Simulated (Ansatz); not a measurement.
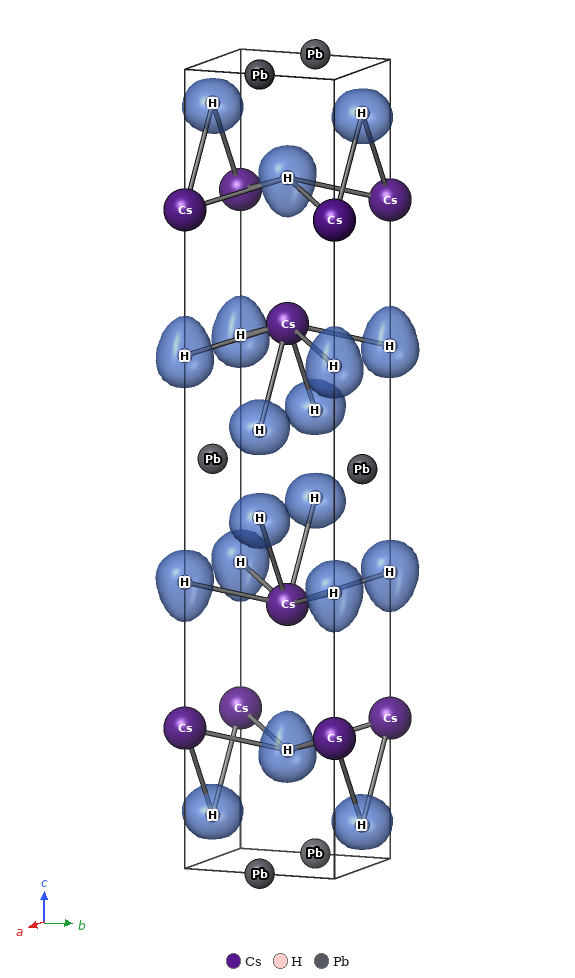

Figure 1: Cs2H4Pb. Isosurface of the ELF at 0.9 (blue), seen slightly off an axis. Core shells and regions of very low density are left out. Sticks mark near contacts.

Space group Immm; a structure from a database of computed crystals, not necessarily the ambient phase; started from the Mn2B4Mo-71 prototype, which need not be the ambient phase.

Computed with Ansatz 0.2.0, DFT, PBEsol, plane waves, PAW.

Core electrons are frozen (PAW), and the valence fields are smoothed inside the atomic spheres.

Input file:

```
crystal:
  lattice:
    - [-2.16440779, 2.21203996, 9.23176788]
    - [2.16440779, -2.21203996, 9.23176788]
    - [2.16440779, 2.21203996, -9.23176788]
  atoms:
    - { symbol: Cs, position: [0.186491, 0.186491, 0.0] }
    - { symbol: Cs, position: [0.813509, 0.813509, 0.0] }
    - { symbol: H, position: [0.352264, 0.352264, 0.0] }
    - { symbol: H, position: [0.647736, 0.647736, 0.0] }
    - { symbol: H, position: [0.427806, 0.927806, 0.5] }
    - { symbol: H, position: [0.572194, 0.072194, 0.5] }
    - { symbol: Pb, position: [0.0, 0.5, 0.5] }
kpoints:
  mp_grid: { grid: [8, 8, 8] }
hamiltonian:
  xc: pbesol
scf:
  occupations: { method: fermi_dirac, width: 0.03 }
relax:
  f_tol: 0.01
  cell: {}
  max_steps: 120
output:
  write_density: true
  write_potential: true
  elf: true
  volumetric_format: npy
```

Command:

```sh
ansatz run input.yaml --threads 4 --pin off --max-ram 4608MiB --backend cpu --events-out ev --progress --plain --runs-dir out
```

Below, planes, directions and counts refer to the conventional cell (a = 3.42 Å, b = 4.00 Å, c = 19.87 Å, α = 90.00°, β = 90.00°, γ = 90.00°).

The fields are those of the relaxed geometry.

What do the ELF domains correspond to?

The ELF exceeds this value in eight regions around hydrogen nuclei, counted in one cell of 14 atoms. Regions shared between cells count once. Along the contacts the grid gives the following. Cs–H (2.72 Å): the ELF climbs to about 1 towards the hydrogen: a hydride-like H with a filled shell, bound largely ionically. Pb–H (2.85 Å): the ELF climbs to about 1 towards the hydrogen.
